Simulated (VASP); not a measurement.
Band structure of ErGe2 (relaxed from the AlB2 structure, space group P6/mmm). Calculation: r2SCAN meta-GGA, VASP's PBE PAW potentials (set 64) (plane waves; VASP).

The 4f electrons are frozen in the core of the lanthanide potential, so 4f levels, which can set the real gap, and their magnetism are missing.

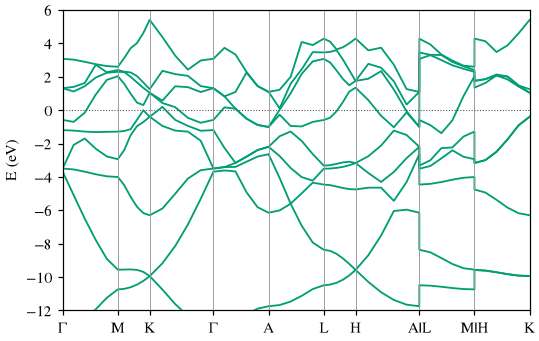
Fig. 1. Bands along high-symmetry lines, zero at the valence-band maximum or, without a gap, the Fermi level

Problem. Read the plot: is there a gap, and where are the band edges?

Solution. It has no gap at this level: it comes out as a metal or semimetal.

The structure was generated: ErGe2 was put into the AlB2 type (P6/mmm), which need not be its known phase. It was relaxed first, which changed the volume by -23 %. The electron count is odd and the run is not spin-polarised, which forces a metal.
